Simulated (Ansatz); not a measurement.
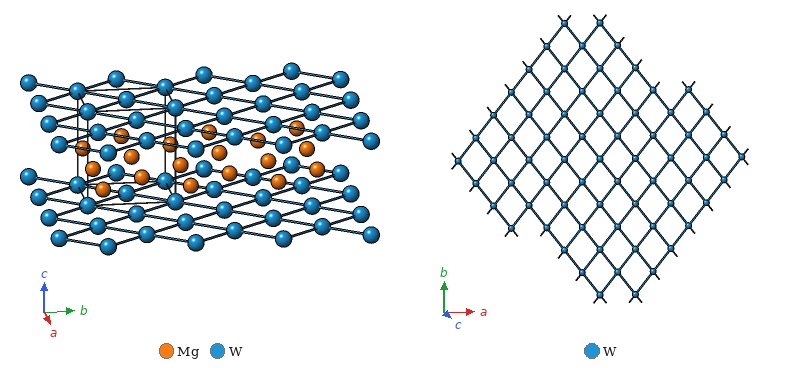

Left: the structure. Right: its underlying net. Nodes are coloured by element. One layer is drawn. Edges to nodes outside the piece are drawn as stubs.

MgW (space group Cmmm, No. 65). Coordinates: a calculation's input that goes back to an entry of the Crystallography Open Database (an earlier step may have relaxed or displaced it).

Bonds are taken as W–W below 3 Å; Mg is left out of the net, as the electropositive filling of the structure. The graph is simplified in the usual way: terminal and isolated atoms are pruned, two-connected atoms become edges.

The result is a uninodal 4-connected, two-periodic (layers) net: W is a 4-connected node. It is the sql net, known from the square lattice. The layers lie parallel to (001).

```tsv
node	links	point symbol	coordination sequence
W	4	4⁴·6²	4 8 12 16 20 24 28 32 36 40
```
